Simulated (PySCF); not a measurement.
## Run report: CH₇NOSi₂, geometry relaxation

- system: CH₇NOSi₂
- method: PBE0-D3(BJ)/def2-SVP geometry optimisation, gas phase (PySCF 2.14.0)

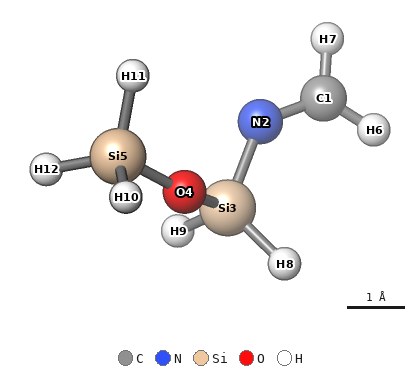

The starting structure (ball-and-stick view, seen at a tilt; atoms are numbered from 1 in the order of the input). Bond lengths as drawn: C–H 1.06 to 1.11 Å, C–N 1.27 Å, H–Si 1.43 to 1.47 Å, N–Si 1.73 Å and O–Si 1.57 to 1.65 Å.

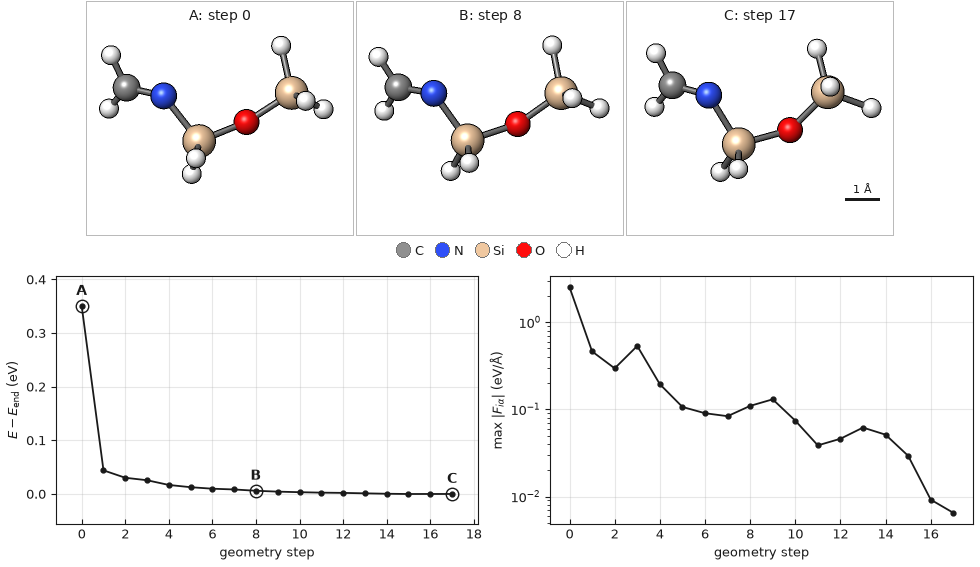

Frames of the relaxation (ball-and-stick view, seen at an oblique angle) above the curves, on which the letters mark them (steps are counted from 0).

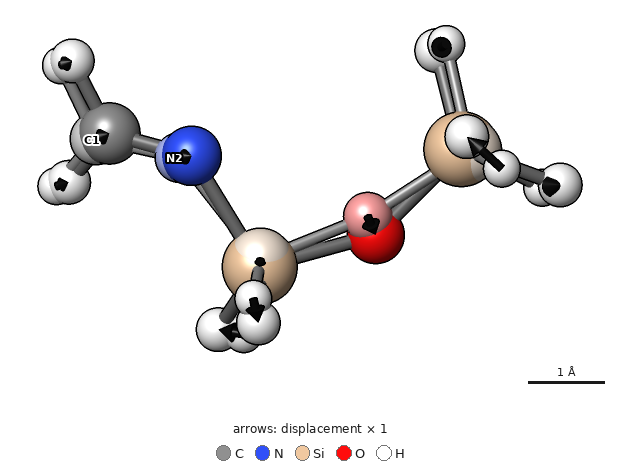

Start (faint) and end (solid) with the displacements as black arrows, at true length (ball-and-stick view, seen at an oblique angle). The two geometries are laid on each other by the best rigid fit. The energy falls by 0.350 eV in 17 geometry steps. Largest force component: 2.5 eV/Å at the start, 0.0065 eV/Å at the end. The largest move after the best rigid fit is that of H12, 0.64 Å. Largest moves by element: H 0.64 Å, O 0.32 Å, C 0.24 Å, N 0.22 Å, Si 0.13 Å. Distances before and after: Si3–O4 1.570 → 1.652 Å, Si3–H9 1.432 → 1.490 Å, C1–H6 1.057 → 1.112 Å, Si5–H12 1.444 → 1.494 Å. Among the angles that change: Si3–O4–Si5 156.1° → 139.3°, C1–N2–Si3 133.9° → 125.9°, N2–Si3–H8 116.6° → 112.8°. (Atoms are counted from 1 in the order of the input.)

The input and output of the run follow.

**Input**
```
{"job": {"xc": "PBE0", "basis": "def2-SVP", "d3": "d3bj", "grid": 1, "shake": 0.01, "kind": "geom"}, "charge": 0, "multiplicity": 1}
C      2.512850     0.795440     0.463170
N      1.401420     0.572070    -0.102500
Si     0.500820    -0.865620    -0.453400
O     -0.965660    -0.588150     0.032780
Si    -2.433580     0.156110     0.037780
H      3.147740     0.073340     0.902810
H      2.850880     1.848040     0.523910
H      0.895690    -2.080640     0.265690
H      0.580910    -0.964720    -1.879450
H     -3.275700    -0.720030     0.865510
H     -2.272660     1.481380     0.658170
H     -2.903020     0.264500    -1.323490
```

The first line tells a small driver script what to run in PySCF; the rest is the geometry in Å.

Launched with:
```bash
OMP_NUM_THREADS=1 python <driver script> task.json out
```

**Output**
```
step   0  E = -750.57455413  max force = 0.048998
step   1  E = -750.58581584  max force = 0.008987
step   2  E = -750.58632307  max force = 0.005749
step   3  E = -750.58649221  max force = 0.010387
step   4  E = -750.58681606  max force = 0.003782
step   5  E = -750.58696967  max force = 0.002072
step   6  E = -750.58707334  max force = 0.001756
step   7  E = -750.58712542  max force = 0.001623
step   8  E = -750.58721414  max force = 0.002132
step   9  E = -750.58727373  max force = 0.002536
step  10  E = -750.58731195  max force = 0.001443
step  11  E = -750.58734287  max force = 0.000752
step  12  E = -750.58735940  max force = 0.000895
step  13  E = -750.58739062  max force = 0.001201
step  14  E = -750.58741891  max force = 0.000996
step  15  E = -750.58743631  max force = 0.000570
step  16  E = -750.58743376  max force = 0.000178
step  17  E = -750.58743458  max force = 0.000127
optimisation converged
```

**Trajectory as extended XYZ (Å, eV, eV/Å), 18 frames, from step=0 to step=17**
```
12
Properties=species:S:1:pos:R:3:forces:R:3 step=0 energy=-20424.17393
C     2.5128    0.7954    0.4632   -1.8381   1.5793  -1.0763
N     1.4014    0.5721   -0.1025    0.8522   0.1768   0.2463
Si    0.5008   -0.8656   -0.4534    2.1087   0.0564   0.2504
O    -0.9657   -0.5881    0.0328   -2.5196   0.2908   0.7353
Si   -2.4336    0.1561    0.0378    0.6074  -0.2329   0.7230
H     3.1477    0.0733    0.9028    1.1352  -1.4097   0.7412
H     2.8509    1.8480    0.5239    0.2211  -0.0630   0.1297
H     0.8957   -2.0806    0.2657    0.4497  -0.5301   0.1146
H     0.5809   -0.9647   -1.8795    0.1212  -0.3187  -1.2538
H    -3.2757   -0.7200    0.8655   -0.5008  -0.0606   0.1380
H    -2.2727    1.4814    0.6582   -0.1511   0.3858   0.1216
H    -2.9030    0.2645   -1.3235   -0.4860   0.1259  -0.8700
12
Properties=species:S:1:pos:R:3:forces:R:3 step=1 energy=-20424.48038
C     2.5656    0.7986    0.4471    0.2027  -0.4415   0.2390
N     1.4559    0.6006   -0.1093   -0.0938   0.0807  -0.1028
Si    0.5423   -0.8464   -0.4426   -0.3164   0.2421   0.1845
O    -1.0132   -0.5763    0.0693    0.4621  -0.2419  -0.1164
Si   -2.4949    0.1539    0.0613    0.0284   0.0570  -0.0372
H     3.2170   -0.0031    0.8937   -0.2342   0.2211  -0.1773
H     2.9753    1.8193    0.5426    0.0307   0.1077  -0.0051
H     1.0426   -2.0690    0.2589   -0.0182   0.0220   0.0075
H     0.6106   -1.0182   -1.9212   -0.0667  -0.0435   0.0089
H    -3.4429   -0.6745    0.8583    0.0000  -0.0302   0.0086
H    -2.4118    1.5131    0.6689    0.0097   0.0271   0.0077
H    -3.0070    0.2745   -1.3366   -0.0043  -0.0006  -0.0171
12
Properties=species:S:1:pos:R:3:forces:R:3 step=2 energy=-20424.49418
C     2.5597    0.7971    0.4466    0.1408  -0.2956   0.0912
N     1.4489    0.6244   -0.1161   -0.1186   0.2216  -0.1218
Si    0.5433   -0.8269   -0.4380   -0.1839   0.0620   0.0751
O    -1.0037   -0.5767    0.0784    0.1770  -0.1434  -0.0180
Si   -2.4871    0.1493    0.0602   -0.0157   0.0606  -0.0194
H     3.1781   -0.0313    0.8666    0.0002   0.1118   0.0005
H     2.9982    1.8082    0.5551   -0.0373  -0.0032  -0.0041
H     1.0531   -2.0383    0.2737    0.0402   0.0056   0.0085
H     0.5856   -1.0227   -1.9144   -0.0141  -0.0153  -0.0048
H    -3.4331   -0.6864    0.8541    0.0056  -0.0030  -0.0031
H    -2.4110    1.5115    0.6661    0.0036  -0.0025  -0.0043
H    -2.9924    0.2642   -1.3418    0.0023   0.0015   0.0000
12
Properties=species:S:1:pos:R:3:forces:R:3 step=3 energy=-20424.49878
C     2.5494    0.7730    0.4391   -0.0155   0.5341  -0.0506
N     1.4366    0.6549   -0.1382    0.0487   0.0409  -0.0202
Si    0.5375   -0.8035   -0.4362    0.1117  -0.2412  -0.1026
O    -0.9944   -0.5842    0.0956   -0.2522  -0.0110   0.1361
Si   -2.4762    0.1462    0.0616   -0.0633   0.0569  -0.0059
H     3.1567   -0.0446    0.8648    0.0349  -0.3125   0.0620
H     3.0000    1.7802    0.5582    0.0201  -0.0779   0.0076
H     1.0844   -1.9918    0.2867    0.0654  -0.0072  -0.0009
H     0.5407   -1.0339   -1.9083    0.0346   0.0182  -0.0193
H    -3.4279   -0.6960    0.8434    0.0088   0.0241  -0.0113
H    -2.4021    1.5083    0.6706   -0.0021  -0.0270  -0.0109
H    -2.9653    0.2638   -1.3468    0.0091   0.0025   0.0160
12
Properties=species:S:1:pos:R:3:forces:R:3 step=4 energy=-20424.50759
C     2.5431    0.7793    0.4319   -0.1042   0.1172  -0.0060
N     1.4312    0.6694   -0.1515    0.0418   0.1505  -0.0370
Si    0.5379   -0.8006   -0.4343    0.1455  -0.1344  -0.1002
O    -0.9944   -0.5901    0.1056   -0.1945  -0.0375   0.1178
Si   -2.4752    0.1451    0.0650   -0.0332   0.0506  -0.0190
H     3.1101   -0.0686    0.8626    0.1077  -0.1210   0.0650
H     3.0200    1.7718    0.5570   -0.0062  -0.0441  -0.0225
H     1.1151   -1.9753    0.2903    0.0245   0.0083   0.0010
H     0.5402   -1.0372   -1.9061    0.0100   0.0099  -0.0022
H    -3.4341   -0.6930    0.8406    0.0042   0.0096  -0.0026
H    -2.3990    1.5055    0.6747   -0.0005  -0.0093  -0.0006
H    -2.9554    0.2662   -1.3454    0.0049   0.0001   0.0064
12
Properties=species:S:1:pos:R:3:forces:R:3 step=5 energy=-20424.51177
C     2.5285    0.7803    0.4318   -0.0156  -0.0759  -0.0698
N     1.4223    0.6825   -0.1659    0.0069   0.0849  -0.0205
Si    0.5376   -0.8016   -0.4348    0.1025  -0.0145  -0.0480
O    -0.9957   -0.6026    0.1181   -0.1066  -0.0608   0.0724
Si   -2.4717    0.1459    0.0692    0.0094   0.0364  -0.0225
H     3.0772   -0.0806    0.8728    0.0371   0.0100   0.0474
H     3.0311    1.7605    0.5386   -0.0198   0.0035   0.0261
H     1.1453   -1.9602    0.2917   -0.0052   0.0089   0.0018
H     0.5343   -1.0446   -1.9058   -0.0065   0.0053   0.0082
H    -3.4439   -0.6880    0.8310   -0.0008  -0.0004   0.0023
H    -2.3885    1.5008    0.6883   -0.0010   0.0023   0.0039
H    -2.9371    0.2801   -1.3445   -0.0005   0.0004  -0.0012
12
Properties=species:S:1:pos:R:3:forces:R:3 step=6 energy=-20424.51459
C     2.5087    0.7776    0.4188   -0.0364  -0.0903   0.0686
N     1.4111    0.6959   -0.1985    0.0072  -0.0355  -0.0226
Si    0.5377   -0.8062   -0.4390    0.0569   0.0742  -0.0387
O    -0.9929   -0.6234    0.1364   -0.0388  -0.0614   0.0353
Si   -2.4581    0.1497    0.0755    0.0363   0.0217  -0.0167
H     3.0285   -0.0888    0.8906    0.0093   0.0691  -0.0301
H     3.0218    1.7504    0.5366    0.0108   0.0143  -0.0124
H     1.1829   -1.9409    0.2925   -0.0224   0.0052   0.0065
H     0.5147   -1.0662   -1.9067   -0.0141  -0.0017   0.0075
H    -3.4513   -0.6760    0.8184   -0.0037  -0.0036   0.0028
H    -2.3609    1.4969    0.7085   -0.0020   0.0062   0.0038
H    -2.9028    0.3034   -1.3426   -0.0032   0.0017  -0.0041
12
Properties=species:S:1:pos:R:3:forces:R:3 step=7 energy=-20424.51601
C     2.4970    0.7789    0.4194    0.0008  -0.0212   0.0182
N     1.4048    0.6920   -0.2072    0.0105  -0.0788   0.0056
Si    0.5369   -0.8152   -0.4411    0.0158   0.0835  -0.0110
O    -0.9930   -0.6376    0.1428   -0.0071  -0.0583   0.0151
Si   -2.4488    0.1532    0.0769    0.0286   0.0217  -0.0100
H     3.0225   -0.0800    0.8978   -0.0245   0.0400  -0.0252
H     3.0070    1.7543    0.5314    0.0025   0.0111   0.0022
H     1.1876   -1.9446    0.2927   -0.0140  -0.0008   0.0029
H     0.5051   -1.0792   -1.9075   -0.0069  -0.0017   0.0033
H    -3.4570   -0.6680    0.8047   -0.0022  -0.0020   0.0004
H    -2.3419    1.4935    0.7237   -0.0013   0.0041   0.0014
H    -2.8809    0.3251   -1.3431   -0.0020   0.0024  -0.0030
12
Properties=species:S:1:pos:R:3:forces:R:3 step=8 energy=-20424.51843
C     2.4638    0.7862    0.4182    0.0378   0.0964  -0.0339
N     1.3861    0.6720   -0.2286    0.0026  -0.1096   0.0313
Si    0.5339   -0.8462   -0.4461   -0.0630   0.0741   0.0371
O    -0.9935   -0.6800    0.1569    0.0509  -0.0471  -0.0245
Si   -2.4187    0.1653    0.0805   -0.0007   0.0283   0.0036
H     3.0018   -0.0498    0.9188   -0.0442  -0.0269  -0.0105
H     2.9542    1.7733    0.5199   -0.0045  -0.0007   0.0132
H     1.1948   -1.9656    0.2920    0.0067  -0.0108  -0.0043
H     0.4829   -1.1182   -1.9097    0.0095  -0.0051  -0.0052
H    -3.4716   -0.6405    0.7614    0.0020   0.0010  -0.0043
H    -2.2818    1.4817    0.7702    0.0013  -0.0020  -0.0030
H    -2.8121    0.3942   -1.3430    0.0016   0.0025   0.0006
12
Properties=species:S:1:pos:R:3:forces:R:3 step=9 energy=-20424.52005
C     2.4233    0.7965    0.4154    0.0400   0.1304  -0.0688
N     1.3605    0.6448   -0.2476   -0.0054  -0.0763   0.0494
Si    0.5284   -0.8849   -0.4486   -0.0940   0.0376   0.0548
O    -0.9972   -0.7299    0.1683    0.0815  -0.0290  -0.0489
Si   -2.3819    0.1814    0.0838   -0.0260   0.0343   0.0131
H     2.9743   -0.0162    0.9369   -0.0327  -0.0606   0.0099
H     2.8871    1.7977    0.5076   -0.0077  -0.0100   0.0156
H     1.2008   -1.9948    0.2927    0.0161  -0.0123  -0.0083
H     0.4653   -1.1648   -1.9098    0.0183  -0.0102  -0.0093
H    -3.4877   -0.6025    0.7038    0.0044   0.0017  -0.0055
H    -2.2098    1.4638    0.8281    0.0027  -0.0057  -0.0050
H    -2.7236    0.4813   -1.3401    0.0029   0.0000   0.0030
12
Properties=species:S:1:pos:R:3:forces:R:3 step=10 energy=-20424.52109
C     2.4047    0.8023    0.4134    0.0214   0.0742  -0.0519
N     1.3457    0.6270   -0.2491   -0.0097  -0.0137   0.0352
Si    0.5240   -0.9065   -0.4467   -0.0659   0.0036   0.0382
O    -1.0019   -0.7537    0.1689    0.0547  -0.0197  -0.0432
Si   -2.3643    0.1922    0.0839   -0.0227   0.0272   0.0127
H     2.9653   -0.0006    0.9396   -0.0086  -0.0437   0.0155
H     2.8508    1.8116    0.5023   -0.0040  -0.0094   0.0091
H     1.1984   -2.0153    0.2953    0.0120  -0.0055  -0.0056
H     0.4651   -1.1890   -1.9077    0.0151  -0.0096  -0.0058
H    -3.4970   -0.5805    0.6682    0.0034   0.0014  -0.0033
H    -2.1748    1.4528    0.8601    0.0023  -0.0040  -0.0032
H    -2.6765    0.5321   -1.3377    0.0020  -0.0008   0.0022
12
Properties=species:S:1:pos:R:3:forces:R:3 step=11 energy=-20424.52193
C     2.3949    0.8048    0.4108   -0.0015  -0.0159  -0.0117
N     1.3329    0.6159   -0.2425   -0.0113   0.0386   0.0117
Si    0.5193   -0.9207   -0.4410    0.0000  -0.0165   0.0031
O    -1.0085   -0.7684    0.1651   -0.0065  -0.0110  -0.0235
Si   -2.3554    0.2017    0.0817   -0.0018   0.0104   0.0093
H     2.9635    0.0037    0.9325    0.0128  -0.0021   0.0097
H     2.8297    1.8185    0.5004    0.0019  -0.0031  -0.0011
H     1.1949   -2.0288    0.3019   -0.0001   0.0040   0.0021
H     0.4737   -1.2062   -1.9025    0.0049  -0.0049   0.0003
H    -3.5067   -0.5648    0.6361    0.0001   0.0006   0.0000
H    -2.1551    1.4433    0.8846    0.0010   0.0000   0.0002
H    -2.6437    0.5736   -1.3368    0.0004  -0.0001  -0.0001
12
Properties=species:S:1:pos:R:3:forces:R:3 step=12 energy=-20424.52238
C     2.3890    0.8044    0.4091   -0.0031  -0.0460   0.0072
N     1.3236    0.6107   -0.2370   -0.0134   0.0411   0.0012
Si    0.5159   -0.9292   -0.4366    0.0317  -0.0153  -0.0083
O    -1.0149   -0.7785    0.1606   -0.0313  -0.0055  -0.0159
Si   -2.3505    0.2083    0.0792    0.0097   0.0013   0.0086
H     2.9639    0.0043    0.9267    0.0119   0.0155   0.0015
H     2.8192    1.8200    0.4984    0.0032   0.0008  -0.0037
H     1.1917   -2.0347    0.3101   -0.0051   0.0068   0.0058
H     0.4814   -1.2182   -1.8979   -0.0011  -0.0015   0.0027
H    -3.5151   -0.5542    0.6108   -0.0014   0.0002   0.0010
H    -2.1439    1.4348    0.9032   -0.0002   0.0020   0.0011
H    -2.6208    0.6046   -1.3360   -0.0008   0.0005  -0.0012
12
Properties=species:S:1:pos:R:3:forces:R:3 step=13 energy=-20424.52323
C     2.3765    0.8017    0.4063    0.0021  -0.0578   0.0226
N     1.3039    0.6011   -0.2256   -0.0136   0.0246  -0.0085
Si    0.5092   -0.9461   -0.4275    0.0618  -0.0081  -0.0169
O    -1.0297   -0.7998    0.1479   -0.0560   0.0050  -0.0062
Si   -2.3404    0.2224    0.0731    0.0224  -0.0120   0.0075
H     2.9660    0.0044    0.9129    0.0030   0.0274  -0.0074
H     2.7988    1.8205    0.4945    0.0030   0.0045  -0.0045
H     1.1829   -2.0441    0.3321   -0.0084   0.0081   0.0087
H     0.4989   -1.2436   -1.8877   -0.0080   0.0025   0.0041
H    -3.5328   -0.5306    0.5538   -0.0029   0.0000   0.0013
H    -2.1226    1.4141    0.9435   -0.0017   0.0039   0.0013
H    -2.5711    0.6726   -1.3328   -0.0017   0.0018  -0.0019
12
Properties=species:S:1:pos:R:3:forces:R:3 step=14 energy=-20424.52400
C     2.3561    0.7985    0.4032    0.0095  -0.0340   0.0234
N     1.2789    0.5871   -0.2173   -0.0090   0.0020  -0.0114
Si    0.5015   -0.9696   -0.4190    0.0512  -0.0043  -0.0113
O    -1.0485   -0.8290    0.1290   -0.0503   0.0160  -0.0034
Si   -2.3230    0.2402    0.0662    0.0198  -0.0181   0.0045
H     2.9614    0.0087    0.9025   -0.0051   0.0200  -0.0106
H     2.7676    1.8222    0.4877    0.0006   0.0038  -0.0021
H     1.1704   -2.0557    0.3611   -0.0041   0.0054   0.0069
H     0.5188   -1.2797   -1.8765   -0.0082   0.0027   0.0034
H    -3.5517   -0.4948    0.4788   -0.0022   0.0003   0.0001
H    -2.0927    1.3827    0.9974   -0.0016   0.0036   0.0013
H    -2.4994    0.7618   -1.3227   -0.0008   0.0026  -0.0008
12
Properties=species:S:1:pos:R:3:forces:R:3 step=15 energy=-20424.52447
C     2.3266    0.7947    0.3988    0.0090   0.0011   0.0099
N     1.2464    0.5643   -0.2097   -0.0002  -0.0115  -0.0024
Si    0.4909   -1.0038   -0.4086    0.0136  -0.0073  -0.0051
O    -1.0755   -0.8664    0.0963   -0.0208   0.0293  -0.0046
Si   -2.2967    0.2656    0.0569    0.0072  -0.0155  -0.0021
H     2.9534    0.0178    0.8906   -0.0071   0.0020  -0.0044
H     2.7201    1.8259    0.4777   -0.0001   0.0004   0.0001
H     1.1472   -2.0729    0.4042    0.0032   0.0019   0.0029
H     0.5481   -1.3335   -1.8606   -0.0044  -0.0014   0.0017
H    -3.5727   -0.4376    0.3691    0.0010   0.0001   0.0008
H    -2.0568    1.3307    1.0739    0.0005   0.0003   0.0016
H    -2.3916    0.8877   -1.2980   -0.0019   0.0006   0.0016
12
Properties=species:S:1:pos:R:3:forces:R:3 step=16 energy=-20424.52440
C     2.3452    0.7930    0.4017    0.0007   0.0018   0.0048
N     1.2635    0.5726   -0.2080    0.0041  -0.0039  -0.0057
Si    0.4961   -0.9888   -0.4102    0.0025   0.0011   0.0036
O    -1.0665   -0.8455    0.1044   -0.0050   0.0088  -0.0060
Si   -2.3125    0.2571    0.0570    0.0057  -0.0092   0.0043
H     2.9649    0.0101    0.8923   -0.0035  -0.0015  -0.0007
H     2.7471    1.8209    0.4827   -0.0004  -0.0006   0.0002
H     1.1509   -2.0651    0.3945   -0.0002   0.0009   0.0012
H     0.5418   -1.3122   -1.8639   -0.0029  -0.0011   0.0004
H    -3.5679   -0.4654    0.4067   -0.0009   0.0012  -0.0010
H    -2.0807    1.3519    1.0440   -0.0002   0.0006  -0.0008
H    -2.4424    0.8438   -1.3107    0.0001   0.0017  -0.0004
12
Properties=species:S:1:pos:R:3:forces:R:3 step=17 energy=-20424.52442
C     2.3450    0.7915    0.4019   -0.0037   0.0034   0.0019
N     1.2647    0.5720   -0.2104    0.0049  -0.0030  -0.0065
Si    0.4962   -0.9893   -0.4105   -0.0033  -0.0003   0.0065
O    -1.0672   -0.8444    0.1018    0.0027   0.0065  -0.0065
Si   -2.3122    0.2590    0.0561   -0.0002  -0.0046   0.0041
H     2.9613    0.0082    0.8963    0.0003  -0.0032   0.0010
H     2.7491    1.8186    0.4817   -0.0004  -0.0009   0.0010
H     1.1496   -2.0635    0.3981    0.0008  -0.0005   0.0001
H     0.5427   -1.3164   -1.8633   -0.0008  -0.0005   0.0005
H    -3.5686   -0.4640    0.4012   -0.0009   0.0012  -0.0010
H    -2.0813    1.3501    1.0473    0.0002   0.0007  -0.0007
H    -2.4397    0.8508   -1.3096    0.0004   0.0011  -0.0005
```

**Summary**

| quantity | value |
| --- | --- |
| outcome | converged |
| total energy | −750.587435 hartree |
| dipole moment | 1.52 D |
| point group | C1 |
| hardware | 1 CPU thread, shared host |
| wall time | 2 min |
| peak memory | 0.46 GiB |
